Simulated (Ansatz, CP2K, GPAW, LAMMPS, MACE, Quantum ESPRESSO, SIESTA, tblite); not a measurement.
**Amorphous Ge (61 atoms) in Quantum ESPRESSO**

Aim: run amorphous Ge (61 atoms) in Quantum ESPRESSO and see how near its forces come to a plane-wave reference, and at what cost.

Program: Quantum ESPRESSO 7.5. Level of theory: the method is named at each step. Results are calculated unless marked as measured.

**1. Starting point**

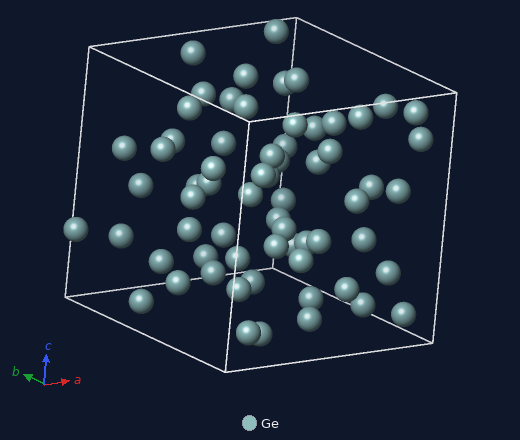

The cell as given, slightly off an axis (germanium teal). Some periodic images of atoms are drawn too.

The cell holds 61 atoms: 61 Ge. Its edges and angles: a = 11.512 Å, b = 11.512 Å, c = 11.512 Å, α = 90.0°, β = 90.0°, γ = 90.0°. 61 atoms (61 Ge) placed at random at 4.82 g/cm³, melted at 3500 K for 10 ps at fixed volume with the Tersoff potential (Tersoff, Phys. Rev. B 39, 5566 (1989)). Quenched from 3500 K to 100 K at 5 K/ps and fixed volume, held 5 ps, then minimised at fixed cell.

The yardstick, on the same geometry:

```
method                 : Kohn-Sham DFT, PBE, PAW, plane waves (Ansatz 0.2.0); cutoff 420 eV, Γ point, fermi-dirac smearing of 0.05 eV; PAW set soft_2
r.m.s. force component : 0.2389 eV/Å
longest force          : 1.21 eV/Å
pressure               : 0.5764 GPa
SCF cycles             : 10
time                   : 16 s on 8 threads of Arm Neoverse V1, shared host
CPU time               : 2 min
```

**2. PBE, sssp-1.3.0-efficiency, 45/360 Ry**

Method: Kohn-Sham DFT, PBE, SSSP efficiency 1.3.0 pseudopotentials, plane waves.

The input, pw.in:

```
&control
  calculation = 'scf'
  pseudo_dir = './pseudo'
  outdir = './tmp'
  disk_io = 'none'
  tprnfor = .true.
  tstress = .true.
/
&system
  ibrav = 0
  nat = 61
  ntyp = 1
  ecutwfc = 45
  ecutrho = 360
  nosym = .true.
  occupations = 'smearing'
  smearing = 'fd'
  degauss = 0.003675
/
&electrons
  conv_thr = 3.0e-07
  electron_maxstep = 100
  mixing_beta = 0.2
  mixing_mode = 'local-TF'
  diagonalization = 'david'
/
ATOMIC_SPECIES
Ge 72.630 Ge.upf
CELL_PARAMETERS angstrom
11.51210 0.00000 0.00000
0.00000 11.51210 0.00000
0.00000 0.00000 11.51210
ATOMIC_POSITIONS crystal
Ge 0.61375 0.27767 0.05761
Ge 0.20804 0.95453 0.23365
Ge 0.99885 0.97291 0.27892
Ge 0.62929 0.26978 0.72823
Ge 0.19287 0.96700 0.58210
Ge 0.40559 0.48708 0.26146
Ge 0.90153 0.17218 0.56666
Ge 0.57874 0.22414 0.38823
Ge 0.89280 0.69759 0.66155
Ge 0.76708 0.43131 0.77615
Ge 0.66442 0.14943 0.89674
Ge 0.99766 0.18479 0.75885
Ge 0.32267 0.11894 0.91490
Ge 0.39387 0.68786 0.50384
Ge 0.28000 0.30886 0.20601
Ge 0.49004 0.86676 0.42429
Ge 0.13914 0.53512 0.87851
Ge 0.57803 0.43769 0.37355
Ge 0.44020 0.66749 0.14591
Ge 0.97592 0.38732 0.83240
Ge 0.98782 0.98098 0.49261
Ge 0.41400 0.79556 0.82418
Ge 0.68478 0.14912 0.55931
Ge 0.39748 0.30133 0.01673
Ge 0.98806 0.17604 0.06397
Ge 0.78031 0.72407 0.30180
Ge 0.87524 0.07918 0.91094
Ge 0.44784 0.39105 0.69421
Ge 0.23591 0.58424 0.36741
Ge 0.94185 0.38384 0.51444
Ge 0.83189 0.82825 0.50072
Ge 0.61359 0.86697 0.75694
Ge 0.77401 0.75266 0.83857
Ge 0.10113 0.45716 0.20910
Ge 0.88316 0.16291 0.24540
Ge 0.20800 0.13993 0.72060
Ge 0.28616 0.30066 0.58620
Ge 0.74841 0.44510 0.07318
Ge 0.47304 0.62499 0.94000
Ge 0.67120 0.14189 0.21070
Ge 0.95478 0.38370 0.04318
Ge 0.58250 0.80134 0.23987
Ge 0.36213 0.21063 0.39795
Ge 0.78529 0.52487 0.59044
Ge 0.26854 0.77559 0.65966
Ge 0.14253 0.46757 0.54279
Ge 0.63215 0.95601 0.10107
Ge 0.08264 0.64350 0.08080
Ge 0.75353 0.50866 0.27661
Ge 0.92182 0.37440 0.31003
Ge 0.31925 0.00190 0.40871
Ge 0.68258 0.57554 0.91488
Ge 0.24044 0.73992 0.19283
Ge 0.64852 0.93385 0.55868
Ge 0.81677 0.88852 0.99920
Ge 0.35384 0.46194 0.88019
[... 1 atom lines left out ...]
Ge 0.92685 0.79876 0.15968
Ge 0.19751 0.12596 0.09701
Ge 0.50615 0.99373 0.91795
Ge 0.10786 0.63201 0.68839
K_POINTS gamma
```

Command:

```console
$ OMP_NUM_THREADS=1 mpirun -np 4 pw.x -in pw.in > output.txt
```

The program printed:

```text
Program PWSCF
     gamma-point specific algorithms are used
     one sub-group per band group will be used
     scalapack distributed-memory algorithm (size of sub-group:  2*  2 procs)
     Parallelization info
     sticks:   dense  smooth     PW     G-vecs:    dense   smooth      PW
     Min        3382    1693    422               296834   104998   13126
     Max        3384    1696    424               296848   105008   13132
     Sum       13533    6777   1693              1187367   420005   52515
     bravais-lattice index     =            0
     lattice parameter (alat)  =      21.7547  a.u.
     unit-cell volume          =   10295.8039 (a.u.)^3
     number of atoms/cell      =           61
     number of atomic types    =            1
     number of electrons       =       854.00
     number of Kohn-Sham states=          512
     kinetic-energy cutoff     =      45.0000  Ry
     charge density cutoff     =     360.0000  Ry
     scf convergence threshold =      3.0E-07
     mixing beta               =       0.2000
     number of iterations used =            8  local-TF  mixing
     Exchange-correlation=  SLA  PW   PBX  PBC
                           (   1   4   3   4   0   0   0)
     crystal axes: (cart. coord. in units of alat)
               a(1) = (   1.000000   0.000000   0.000000 )
               a(2) = (   0.000000   1.000000   0.000000 )
               a(3) = (   0.000000   0.000000   1.000000 )
     reciprocal axes: (cart. coord. in units 2 pi/alat)
               b(1) = (  1.000000  0.000000  0.000000 )
               b(2) = (  0.000000  1.000000  0.000000 )
               b(3) = (  0.000000  0.000000  1.000000 )
     PseudoPot. # 1 for Ge:
     Pseudo is Ultrasoft + core correction, Zval = 14.0
     atomic species   valence    mass     pseudopotential
     Ge               14.00    72.63000     Ge( 1.00)
     No symmetry found
   Cartesian axes
     number of k points=     1  Fermi-Dirac smearing, width (Ry)=  0.0037
                       cart. coord. in units 2pi/alat
        k(    1) = (   0.0000000   0.0000000   0.0000000), wk =   2.0000000
     Dense  grid:   593684 G-vectors     FFT dimensions: ( 135, 135, 135)
     Smooth grid:   210003 G-vectors     FFT dimensions: (  96,  96,  96)
     Initial potential from superposition of free atoms
     starting charge     853.9467, renormalised to     854.0000
     Starting wfcs are  549 randomized atomic wfcs
     Self-consistent Calculation
     iteration #  1     ecut=    45.00 Ry     beta= 0.20
     Threshold (ethr) on eigenvalues was too large:
     Diagonalizing with lowered threshold
     total energy              =  -13031.84298094 Ry
     estimated scf accuracy    <       1.09849550 Ry
     iteration #  2     ecut=    45.00 Ry     beta= 0.20
     total energy              =  -13031.63723114 Ry
     estimated scf accuracy    <       0.83181677 Ry
     iteration #  3     ecut=    45.00 Ry     beta= 0.20
     total energy              =  -13031.69777139 Ry
     estimated scf accuracy    <       0.02834426 Ry
     iteration #  4     ecut=    45.00 Ry     beta= 0.20
     total energy              =  -13031.69875608 Ry
     estimated scf accuracy    <       0.02496160 Ry
     iteration #  5     ecut=    45.00 Ry     beta= 0.20
     total energy              =  -13031.70015643 Ry
     estimated scf accuracy    <       0.00239927 Ry
     iteration #  6     ecut=    45.00 Ry     beta= 0.20
     total energy              =  -13031.70005115 Ry
     estimated scf accuracy    <       0.00106401 Ry
     iteration #  7     ecut=    45.00 Ry     beta= 0.20
     total energy              =  -13031.70016487 Ry
     estimated scf accuracy    <       0.00005819 Ry
     iteration #  8     ecut=    45.00 Ry     beta= 0.20
     total energy              =  -13031.70017523 Ry
     estimated scf accuracy    <       0.00002930 Ry
     iteration #  9     ecut=    45.00 Ry     beta= 0.20
     total energy              =  -13031.70018040 Ry
     estimated scf accuracy    <       0.00000235 Ry
     iteration # 10     ecut=    45.00 Ry     beta= 0.20
     total energy              =  -13031.70018138 Ry
     estimated scf accuracy    <       0.00000125 Ry
     iteration # 11     ecut=    45.00 Ry     beta= 0.20
     End of self-consistent calculation
          k = 0.0000 0.0000 0.0000 ( 26258 PWs)   bands (ev):
   -17.6726 -17.6502 -17.6349 -17.6335 -17.6240 -17.6210 -17.6186 -17.6176
   -17.6136 -17.6079 -17.6058 -17.6026 -17.6019 -17.5990 -17.5952 -17.5934
   -17.5909 -17.5908 -17.5889 -17.5864 -17.5851 -17.5843 -17.5800 -17.5787
   -17.5779 -17.5754 -17.5737 -17.5709 -17.5683 -17.5672 -17.5670 -17.5633
   -17.5619 -17.5607 -17.5596 -17.5572 -17.5553 -17.5546 -17.5505 -17.5501
   -17.5480 -17.5470 -17.5451 -17.5434 -17.5413 -17.5413 -17.5389 -17.5373
   -17.5352 -17.5344 -17.5310 -17.5281 -17.5269 -17.5245 -17.5240 -17.5216
   -17.5204 -17.5182 -17.5173 -17.5137 -17.5130 -17.5126 -17.5110 -17.5094
   -17.5069 -17.5058 -17.5035 -17.5012 -17.5005 -17.5001 -17.4989 -17.4984
   -17.4956 -17.4945 -17.4934 -17.4931 -17.4917 -17.4897 -17.4892 -17.4872
   -17.4858 -17.4839 -17.4828 -17.4816 -17.4810 -17.4800 -17.4777 -17.4761
   -17.4755 -17.4733 -17.4720 -17.4710 -17.4694 -17.4681 -17.4668 -17.4667
[...]
10.3426  10.4410  10.5197  10.5247  10.5729  10.6216  10.6890  10.8299
    10.8588  10.8761  10.9079  11.0112  11.0742  11.1285  11.1477  11.2550
    11.2904  11.3549  11.3823  11.4336  11.5144  11.5197  11.6066  11.6376
    11.6754  11.7214  11.8119  11.8454  11.8869  11.9428  11.9699  12.0521
    12.1147  12.1340  12.2259  12.2754  12.3506  12.3740  12.4421  12.5047
     the Fermi energy is     7.0723 ev
!    total energy              =  -13031.70018331 Ry
     estimated scf accuracy    <       0.00000014 Ry
     smearing contrib. (-TS)   =      -0.00900989 Ry
     internal energy E=F+TS    =  -13031.69117342 Ry
     The total energy is F=E-TS. E is the sum of the following terms:
     one-electron contribution =   -9320.25267847 Ry
     hartree contribution      =    5416.40079650 Ry
     xc contribution           =   -3554.89543826 Ry
     ewald contribution        =   -5572.94385320 Ry
     convergence has been achieved in  11 iterations
     Forces acting on atoms (cartesian axes, Ry/au):
     atom    1 type  1   force =    -0.00600150    0.01412257   -0.00287884
     atom    2 type  1   force =    -0.00478712   -0.00526368   -0.00690510
     atom    3 type  1   force =    -0.00257479   -0.01235449    0.00080067
     atom    4 type  1   force =    -0.00696411    0.00317550   -0.00187790
     atom    5 type  1   force =    -0.00529727   -0.00034927    0.00604583
     atom    6 type  1   force =    -0.01552747    0.00388698    0.00436834
     atom    7 type  1   force =     0.00518212    0.01057204    0.00480678
     atom    8 type  1   force =     0.00362253    0.00183304   -0.00470189
     atom    9 type  1   force =     0.01174295   -0.00696609    0.00763741
     atom   10 type  1   force =    -0.00023579   -0.01061956   -0.00748229
     atom   11 type  1   force =     0.00045910   -0.00425729   -0.01493384
     atom   12 type  1   force =    -0.00607816   -0.01391234    0.00100513
[...]
atom   57 type  1   force =     0.01262749    0.01221619    0.00009531
     atom   58 type  1   force =     0.01166808    0.00332001    0.00196524
     atom   59 type  1   force =    -0.00352961   -0.01451952   -0.00766227
     atom   60 type  1   force =     0.01057398   -0.00338496    0.00908160
     atom   61 type  1   force =    -0.01013011    0.00590457    0.00066782
     Total force =     0.125649     Total SCF correction =     0.001928
     Computing stress (Cartesian axis) and pressure
          total   stress  (Ry/bohr**3)                   (kbar)     P=        3.31
  -0.00012953   0.00009236  -0.00002255          -19.05       13.59       -3.32
   0.00009236   0.00001118  -0.00005597           13.59        1.64       -8.23
  -0.00002255  -0.00005597   0.00018583           -3.32       -8.23       27.34
     Message from routine punch:
     Nothing written, as per user request (disk_io='none')
```

Run time: 3.4 min. Hardware: 4 MPI ranks of Arm Neoverse V1, shared host; peak memory 4.4 GiB; 13 min of CPU time.

Banners, paths, timers and routine set-up lines are dropped from the logs unmarked, and long logs keep their key lines alone; longer cuts are marked.

Against the reference:

```
r.m.s. force component                  : 0.2388 eV/Å
r.m.s. difference of force components   : 2.083 meV/Å
longest difference of force vectors     : 5.859 meV/Å
force difference over r.m.s. force      : 0.8716 %
slope of forces against the reference's : 0.9995
correlation of force components         : 1
pressure                                : 0.331 GPa
pressure difference                     : -0.2454 GPa
```

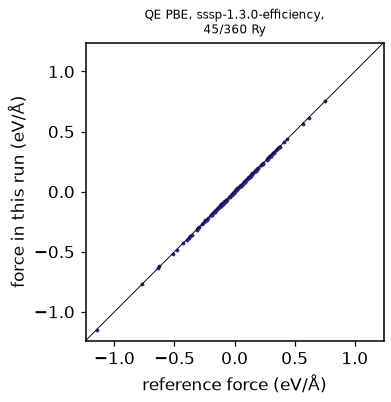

Force components against those of the reference; the line marks equality.

The surroundings of Ge17, picked at random, nearest first, numbered as they follow in the input and with coordinates relative to it.

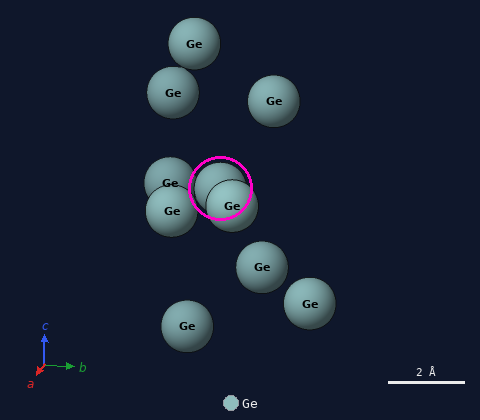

The atoms of the table, within 4.0 Å (arrows a, b, c point along x, y, z); some may hide others; the central atom is ringed.

```csv
atom,x,y,z,distance (Å),bonds,Fx,Fy,Fz (eV/Å)
Ge17,0.00,0.00,0.00,0.00,4,-0.11,0.02,0.13
Ge61,-0.36,1.12,-2.19,2.48,4,-0.26,0.15,0.02
Ge20,-1.88,-1.70,-0.53,2.59,4,0.00,-0.12,-0.62
Ge56,2.47,-0.84,0.02,2.61,4,-0.31,-0.08,-0.30
Ge48,-0.65,1.25,2.33,2.72,4,-0.22,-0.08,-0.19
Ge41,-2.12,-1.74,1.90,3.34,4,0.29,0.26,0.56
Ge34,-0.44,-0.90,3.81,3.93,5,-0.48,-0.43,-0.64
Ge46,0.04,-0.78,-3.86,3.94,4,-0.10,-0.03,-0.13
Ge45,1.49,2.77,-2.52,4.03,4,0.07,0.01,0.14
Ge39,3.84,1.03,0.71,4.04,4,0.11,0.19,0.04
```

Forces lie 0.87 % from the reference's, at 6.6 times its CPU time (on 4 against 8 cores).

**3. PBE, dojo-0.4.1-standard, 80/320 Ry**

Method: Kohn-Sham DFT, PBE, PseudoDojo 0.4.1 standard norm-conserving pseudopotentials, plane waves.

The pseudopotential files are exchanged too: ./pseudo now holds the set dojo-sr-pbe-0.4.1-standard.

pw.in, as its differences from that of step 2:

```diff
@@ -12,4 +12,4 @@
   ntyp = 1
-  ecutwfc = 45
-  ecutrho = 360
+  ecutwfc = 80
+  ecutrho = 320
   nosym = .true.
```

The program printed:

```text
[banner, memory and clock lines left out]
Program PWSCF
     gamma-point specific algorithms are used
     one sub-group per band group will be used
     bravais-lattice index     =            0
     lattice parameter (alat)  =      21.7547  a.u.
     unit-cell volume          =   10295.8039 (a.u.)^3
     number of atoms/cell      =           61
     number of atomic types    =            1
     number of electrons       =       854.00
[... lines left out ...]
     scf convergence threshold =      3.0E-07
[... lines left out ...]
     number of k points=     1  Fermi-Dirac smearing, width (Ry)=  0.0037
[... lines left out ...]
     total energy              =  -10896.35676123 Ry
[... lines left out ...]
     total energy              =  -10896.14672912 Ry
[... lines left out ...]
     total energy              =  -10896.21226630 Ry
[... lines left out ...]
     total energy              =  -10896.21562238 Ry
[... lines left out ...]
     total energy              =  -10896.21562261 Ry
[... lines left out ...]
          k = 0.0000 0.0000 0.0000 ( 62145 PWs)   bands (ev):
   -16.7433 -16.7101 -16.6991 -16.6984 -16.6909 -16.6881 -16.6842 -16.6821
   -16.6785 -16.6752 -16.6726 -16.6720 -16.6675 -16.6643 -16.6625 -16.6616
   -16.6574 -16.6550 -16.6537 -16.6526 -16.6496 -16.6472 -16.6456 -16.6450
[...]
12.6601  12.7061  12.7970  12.8298  12.8715  12.9274  12.9550  13.0371
    13.0999  13.1185  13.2106  13.2606  13.3350  13.3595  13.4281  13.4895
     the Fermi energy is     8.0574 ev
!    total energy              =  -10896.21562254 Ry
     estimated scf accuracy    <       0.00000023 Ry
     smearing contrib. (-TS)   =      -0.00895703 Ry
     internal energy E=F+TS    =  -10896.20666551 Ry
     The total energy is F=E-TS. E is the sum of the following terms:
     one-electron contribution =   -6412.01137643 Ry
     hartree contribution      =    3749.66547075 Ry
     xc contribution           =   -2660.91690663 Ry
     ewald contribution        =   -5572.94385320 Ry
     convergence has been achieved in  12 iterations
     Forces acting on atoms (cartesian axes, Ry/au):
     atom    1 type  1   force =    -0.00631791    0.01440814   -0.00279109
     atom    2 type  1   force =    -0.00461144   -0.00536351   -0.00705957
     atom    3 type  1   force =    -0.00275852   -0.01225836    0.00062474
[...]
atom   60 type  1   force =     0.01057274   -0.00328377    0.00919822
     atom   61 type  1   force =    -0.01040883    0.00583051    0.00051760
     Total force =     0.126245     Total SCF correction =     0.002784
     Computing stress (Cartesian axis) and pressure
          total   stress  (Ry/bohr**3)                   (kbar)     P=        6.53
  -0.00010770   0.00009240  -0.00002242          -15.84       13.59       -3.30
   0.00009240   0.00003287  -0.00005606           13.59        4.83       -8.25
  -0.00002242  -0.00005606   0.00020803           -3.30       -8.25       30.60
     Message from routine punch:
     Nothing written, as per user request (disk_io='none')
```

It took 6.5 min on 4 MPI ranks; peak memory 4.2 GiB; 26 min of CPU time.

Numbers from this run, and their distance from the reference:

```
r.m.s. force component                  : 0.2399 eV/Å
r.m.s. difference of force components   : 3.785 meV/Å
longest difference of force vectors     : 14.46 meV/Å
force difference over r.m.s. force      : 1.584 %
slope of forces against the reference's : 1.004
correlation of force components         : 0.9999
pressure                                : 0.653 GPa
pressure difference                     : 0.0766 GPa
```

Against the first run (0.87 %), the force difference from the reference is 1.6 %, at 1.9 times the CPU time.

**4. Side by side**

Differences are against the plane-wave reference, forces as r.m.s. over components; share is that over the reference's r.m.s. force, slope the least-squares factor from reference forces to these. Total energies of different programs have different zeros and aren't compared.

```csv
run,"Δ force, r.m.s. (meV/Å)",share (%),slope,Δ pressure (GPa),cores,CPU time,memory (GiB)
reference,-,-,-,-,8,2 min,2.3
"QE PBE, sssp-1.3.0-efficiency, 45/360 Ry",2.08,0.872,1.000,-0.245,4,13 min,4.4
"QE PBE, dojo-0.4.1-standard, 80/320 Ry",3.79,1.58,1.004,0.0766,4,26 min,4.2
```

CPU time is summed over cores on a shared host, where runs went side by side, so it is rough. Symmetry, cutoffs, thresholds, outputs and thread counts weren't matched or tuned between programs; memory under MPI is the largest rank's times the ranks.

**5. Results**

```json
{"nearest in forces": "QE PBE, sssp-1.3.0-efficiency, 45/360 Ry, 0.87 %", "its CPU time": "13 min"}
```

In words: PBE on plane waves or a grid with other potentials, cutoffs or grids differs from the reference by 0.87 % (QE PBE, sssp-1.3.0-efficiency, 45/360 Ry) to 1.6 % (QE PBE, dojo-0.4.1-standard, 80/320 Ry) of the r.m.s. force; this holds the reference's own error, so differences of a few per cent don't tell which side is nearer the exact PBE result (QE's 45 Ry are 612 eV, against the reference's 420 eV). None of the electronic-structure runs in the table takes under half the reference's CPU time of 2 min; they take 6.6 to 13 times as much. The quench rate of 5 K/ps is many orders above laboratory rates, so the cell is likely richer in defects and strain than a real sample. The network of bonds at the start is that of the classical potential that made the cell, and needn't be the one that DFT or experiment would give. The reference's stress is far from hydrostatic: its diagonal is -1.7, 0.4, 3.0 GPa, compression counted positive. The electronic-structure runs sample only Γ, in a cell whose shortest periodic width is 12 Å, which is coarse for a cell with partly filled levels.

[Also dropped from logs without a mark: logging warnings of Python, and SIESTA's first energy breakdown and zero terms.]

[Logs are printed without paths, hosts, clocks, repeated set-up lines and the standing remarks that a program may print on its own settings, such as how far it seeks lower states.]

[Hosts, paths, dates, database ids (printed as entryN), source tags and the programs' standing remarks are cut or masked in the printed files.]
